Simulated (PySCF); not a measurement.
```yaml
atoms:
  - { symbol: C, position_ang: [-1.6912, -1.0588, 0.0068] }
  - { symbol: C, position_ang: [-0.9004, -0.1364, 0.5312] }
  - { symbol: Si, position_ang: [0.5767, 0.6235, -0.3406] }
  - { symbol: O, position_ang: [0.7137, 2.1317, 0.2291] }
  - { symbol: S, position_ang: [2.4028, -0.4182, 0.1944] }
  - { symbol: H, position_ang: [-1.5415, -1.4378, -0.9917] }
  - { symbol: H, position_ang: [-2.5271, -1.4784, 0.5448] }
  - { symbol: H, position_ang: [-1.1006, 0.2082, 1.5387] }
  - { symbol: H, position_ang: [0.4992, 0.6001, -1.7959] }
  - { symbol: H, position_ang: [1.5530, 2.5819, 0.2776] }
  - { symbol: H, position_ang: [2.0209, -1.6132, -0.2202] }
```

Geometry: GFN2-xTB.

All numbers below come from PySCF 2.14.0, CAM-B3LYP/def2-SVPD, SCF density, gas phase.

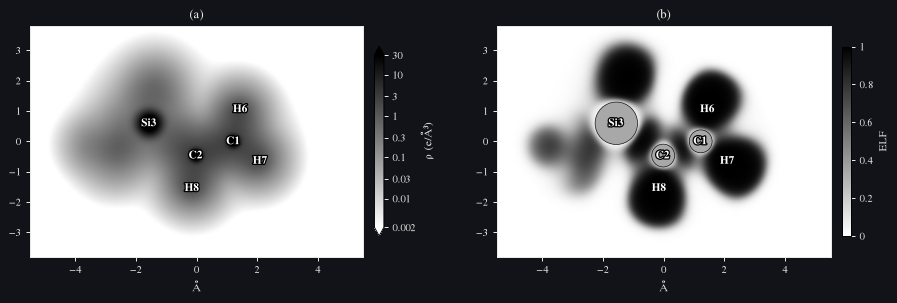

C2H6OSSi. (a) electron density; (b) electron localisation function on the plane of atoms Si3, C2 and H8. Grey discs cover the atomic cores in the ELF map.

> Interpret the plot.

The section cuts through C, Si and H sites.
C–C (1.32 Å): ρ is about 2.3 e/Å³ halfway; the ELF peaks at about 0.90 between the atoms (a multiple bond).
C–Si (1.88 Å): the density is about 0.99 e/Å³ at the midpoint; the ELF peaks at about 1 between the atoms; localised, covalent bonding.
C–H (1.08 Å): ρ is about 2 e/Å³ halfway; the ELF climbs to about 1 towards the hydrogen, as it does in any bond to H; an ordinary covalent bond to hydrogen.
